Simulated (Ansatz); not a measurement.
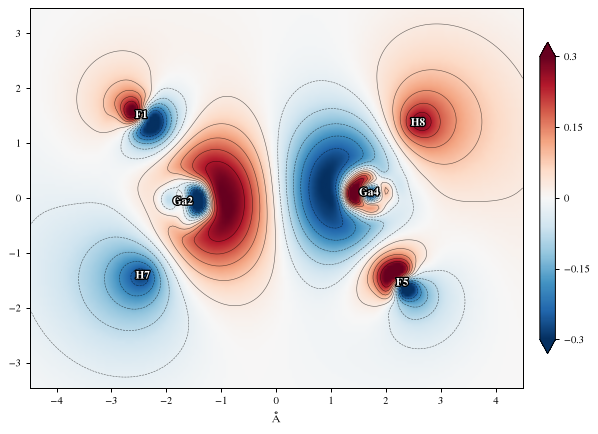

*Br2F2Ga2H2 (SMILES [F][GaH-]1[Br+][GaH-]([F])[Br+]1). One frontier orbital on the plane of atoms F1, Ga2 and H7 (values in Å⁻³ᐟ²; the overall sign is arbitrary).*

Geometry: PBE0-D4/def2-TZVP.

Computed with RKS PBE0-D4/def2-TZVPP (Ansatz).

```yaml
atoms:
  - { symbol: F, position_ang: [2.0077, -0.9828, 1.8002] }
  - { symbol: Ga, position_ang: [1.6385, -0.3739, 0.2030] }
  - { symbol: Br, position_ang: [-0.3334, -1.7035, -0.4930] }
  - { symbol: Ga, position_ang: [-1.6465, 0.3769, -0.2072] }
  - { symbol: F, position_ang: [-1.8430, 0.9656, -1.8428] }
  - { symbol: Br, position_ang: [0.2935, 1.6607, 0.6434] }
  - { symbol: H, position_ang: [2.6608, -0.1798, -0.9350] }
  - { symbol: H, position_ang: [-2.7776, 0.2368, 0.8315] }
```

Which orbital is it: HOMO or LUMO?

Answer. The LUMO, at −1.36 eV. It lies mainly on Ga4 (about 25 %), Ga2 (about 25 %), Br3 (about 20 %) and Br6 (about 20 %).
